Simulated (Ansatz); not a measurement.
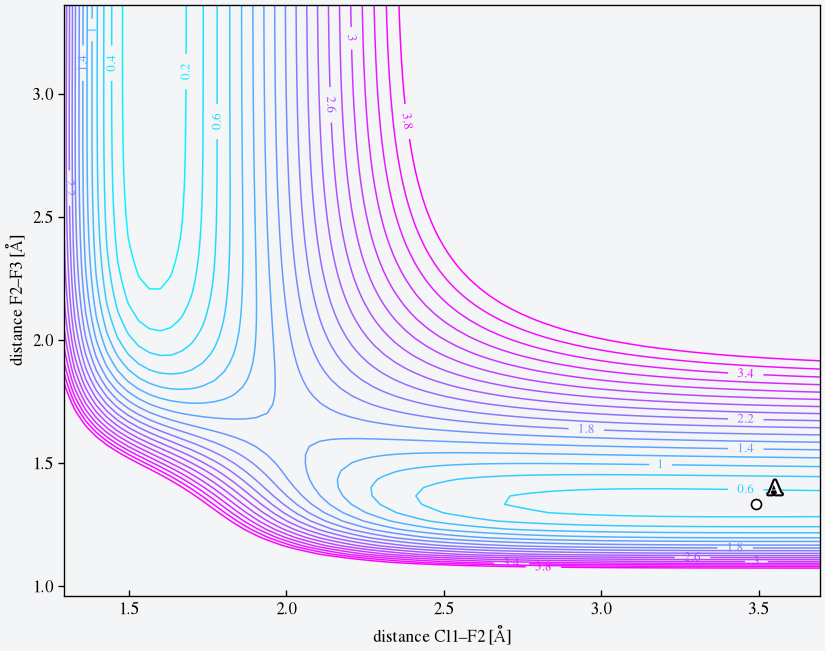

The system Cl⁻ + F₂. Coordinates scanned: (1) distance Cl1–F2; (2) distance F2–F3. Nothing is relaxed (the angle Cl1–F2–F3 is fixed at 180 degrees). The grid has 17 × 17 points. Points are written as (first, second). Energies: eV, counted from the lowest grid point. The reference is spin-restricted, so regions where a bond is pulled apart into radicals lie too high. Theory: Ansatz 0.2.0, RHF/def2-TZVPD.

Drawn: contour lines labelled in eV (none above 3.8), the point A. Between grid points the surface is interpolated.

Find the lowest path from A to the other arm of the map, and its barrier.

Answer. The easiest path runs from the side where the first distance is long, about (3.49 Å, 1.33 Å), to the side where the second distance is long, (1.568 Å, 3.360 Å). Its highest point, at about (2.02 Å, 1.63 Å), lies about 0.93 eV above the start and 1.4 eV above the end on the interpolated surface. An end on the edge of the scan is no minimum, so the barrier from there is a lower bound.

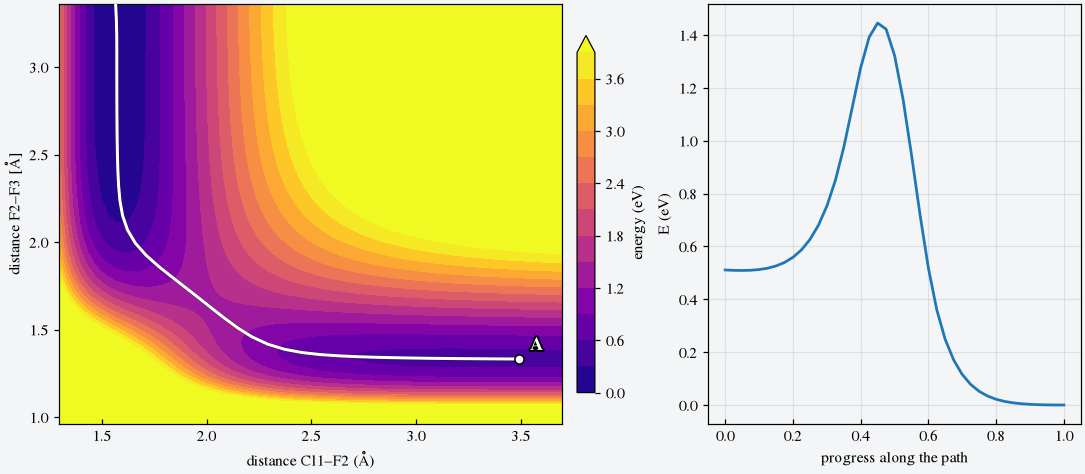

In the figure: filled contours, a line along the lowest path, one colour for all values above the top of the scale, the energy along the path at the right. Between grid points the surface is interpolated.
